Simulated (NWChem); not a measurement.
# CH4ClFOSi (SMILES C[Si](O)(F)Cl): B3LYP/def2-SVP

Wanted: a structure relaxation of CH4ClFOSi. 

The calculation is run with NWChem 7.3.0.

## Step 1: The molecule

CH4ClFOSi has 9 atoms, charge 0, and is taken as a singlet. As SMILES, `C[Si](O)(F)Cl`. Geometry: relaxed at PBE0-D4/def2-TZVP. This is one conformer, not always the lowest. The run starts from this shape.

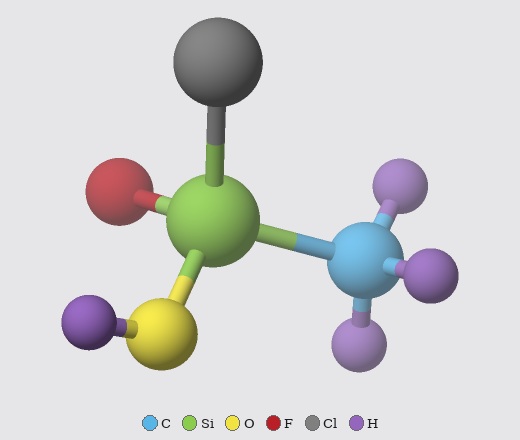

Viewed from a chosen angle; carbon blue, silicon green, oxygen yellow, fluorine red, chlorine grey, hydrogen purple.

## Step 2: A geometry optimisation at B3LYP/def2-SVP

run.xyz reads:

```xyz
9
CH4ClFOSi
C     -1.142400    -0.178600     0.512200
Si     0.561300     0.218400    -0.038000
O      1.048100    -0.886600    -1.122500
F      1.553300     0.230300     1.206200
Cl     0.689400     2.097500    -0.845100
H     -1.833600    -0.141900    -0.331500
H     -1.476300     0.534700     1.267700
H     -1.171800    -1.182300     0.942400
H      1.860700    -0.738000    -1.608600
```

run.nw reads:

```
start run
title "CH4ClFOSi"
memory stack 880 mb heap 220 mb global 1100 mb
geometry
load run.xyz
end
basis spherical bse
* library def2-SVP
end
dft
xc b3lyp
grid fine
convergence energy 1e-07
maxiter 100
mulliken
print low
end
driver
maxiter 60
end
freq
temp 2 298.15 500
end
task dft optimize
task dft frequencies
```

Command:

```sh
nwchem run.nw > run.out
```

The log of the run:

```text
[...]
 d= 0,ls=0.0,diis     1   -964.9890679226 -1.28D+03  1.42D-02  8.72D-01     4.0
[...]
         Total DFT energy =     -965.079574782892
[...]
@    0    -965.07957478  0.0D+00  0.02372  0.00590  0.00000  0.00000     44.8
[...]
         Total DFT energy =     -965.081007168910
[...]
@    1    -965.08105377 -1.5D-03  0.00492  0.00124  0.02166  0.04851     96.9
[...]
@   11    -965.08116074 -1.2D-06  0.00016  0.00005  0.00209  0.00760    397.2
[...]
         Total DFT energy =   -965.081161239214
[...]
@   12    -965.08116124 -5.0D-07  0.00005  0.00002  0.00082  0.00218    424.1
[...]
         Total DFT energy =     -965.081161298063
[...]
         Total DFT energy =   -965.081161298063
                         DFT ENERGY GRADIENTS
    atom               coordinates                        gradient
                 x          y          z           x          y          z
   1 C      -3.077368  -2.121808   0.015441   -0.000000  -0.000006  -0.000041
   2 Si      0.074415  -0.623934  -0.020798   -0.000006   0.000044   0.000013
   3 O       1.660267  -1.597197  -2.512595    0.000006  -0.000006   0.000015
   4 F       1.627867  -1.350892   2.523247    0.000000  -0.000015  -0.000010
   5 Cl     -0.159036   3.287369   0.003549    0.000000  -0.000008  -0.000006
   6 H      -4.175447  -1.563182  -1.660392   -0.000005   0.000005   0.000008
   7 H      -4.135598  -1.556679   1.714584    0.000006  -0.000012   0.000011
   8 H      -2.885111  -4.194600   0.015337   -0.000005   0.000001   0.000017
   9 H       3.290882  -0.856232  -2.855398    0.000004  -0.000002  -0.000007
[...]
@   13    -965.08116130 -5.9D-08  0.00001  0.00000  0.00034  0.00112    450.8
[...]
      Optimization converged
[...]
@   13    -965.08116130 -5.9D-08  0.00001  0.00000  0.00034  0.00112    450.8
[...]
 d= 0,ls=0.0,diis     2   -965.0811613171  7.55D-11  2.49D-07  2.02D-09   459.2
         Total DFT energy =     -965.081161317090
      One electron energy =    -1950.797455630397
           Coulomb energy =      751.021024094993
    Exchange-Corr. energy =      -75.312444570141
 Nuclear repulsion energy =      310.007714788454
[...]
 Zero-Point correction to Energy  =   35.018 kcal/mol  (  0.055804 au)
 Thermal correction to Energy     =   44.992 kcal/mol  (  0.071700 au)
 Thermal correction to Enthalpy   =   45.986 kcal/mol  (  0.073283 au)
 Total Entropy                    =   97.781 cal/mol-K
   - Translational                =   42.657 cal/mol-K (mol. weight = 113.9704)
   - Rotational                   =   28.759 cal/mol-K (symmetry #  =        1)
   - Vibrational                  =   26.364 cal/mol-K
 Cv (constant volume heat capacity) =   30.410 cal/mol-K
   - Translational                  =    2.979 cal/mol-K
   - Rotational                     =    2.979 cal/mol-K
   - Vibrational                    =   24.451 cal/mol-K
[...]
```

It took 17 min on 1 thread of Intel Xeon Platinum 8259CL at 2.50GHz (Skylake/Cascade Lake), shared host; peak memory 0.19 GiB.

Steps, from the record of the run:

```
step  energy from the first frame kept (eV)
   0                                 0.0000
   1                                -0.0402
   2                                -0.0422
   3                                -0.0427
   4                                -0.0428
   5                                -0.0428
   6                                -0.0428
   7                                -0.0429
   8                                -0.0430
   9                                -0.0431
  10                                -0.0431
  11                                -0.0432
  12                                -0.0432
  13                                -0.0432
```

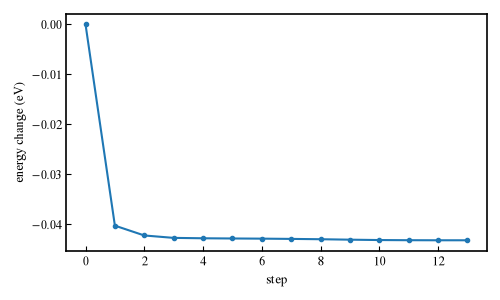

Energy along the run.

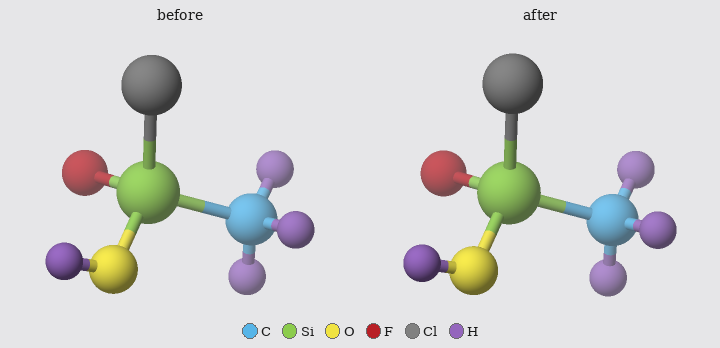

Before and after, at one scale.

After the run. Bond lengths: C1–Si2 1.847 Å, Si2–O3 1.646 Å, Si2–F4 1.624 Å, Si2–Cl5 2.073 Å, C1–H6 1.101 Å, C1–H7 1.101 Å, C1–H8 1.102 Å, O3–H9 0.965 Å. Some angles: C1–Si2–O3 109.5°, C1–Si2–F4 110.3°, C1–Si2–Cl5 112.0°, O3–Si2–F4 109.4°, O3–Si2–Cl5 110.4°, F4–Si2–Cl5 105.2°, Si2–C1–H6 110.7°, Si2–C1–H7 110.6°, Si2–C1–H8 110.1°, Si2–O3–H9 118.6°.

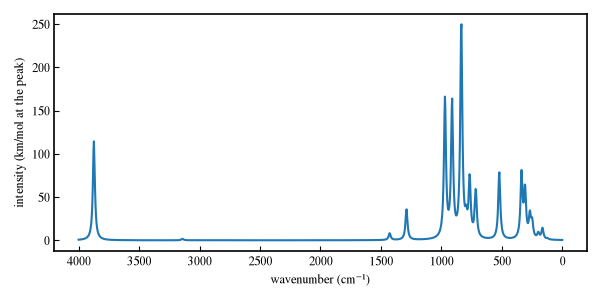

Harmonic infrared spectrum, unscaled, lines broadened by 10 cm⁻¹.

## Step 3: Summary of results

Level: B3LYP/def2-SVP.

| quantity | value |
| --- | --- |
| total energy at the end | -965.08116 Eh |
| lowest harmonic wavenumber | 122 cm⁻¹ |
| highest harmonic wavenumber | 3874 cm⁻¹ |
| zero-point energy | 146.5 kJ/mol |
| ideal-gas entropy at 298.15 K (symmetry number 1 as used) | 82.8 cal/(mol K) |

At the final geometry: Bond lengths: C1–Si2 1.847 Å, Si2–O3 1.646 Å, Si2–F4 1.624 Å, Si2–Cl5 2.073 Å, C1–H6 1.101 Å, C1–H7 1.101 Å, C1–H8 1.102 Å, O3–H9 0.965 Å. Some angles: C1–Si2–O3 109.5°, C1–Si2–F4 110.3°, C1–Si2–Cl5 112.0°, O3–Si2–F4 109.4°, O3–Si2–Cl5 110.4°, F4–Si2–Cl5 105.2°, Si2–C1–H6 110.7°, Si2–C1–H7 110.6°, Si2–C1–H8 110.1°, Si2–O3–H9 118.6°. All 21 modes are real, so the shape is a minimum at this level. The optimisation took 14 steps and changed the energy by -0.043 eV.
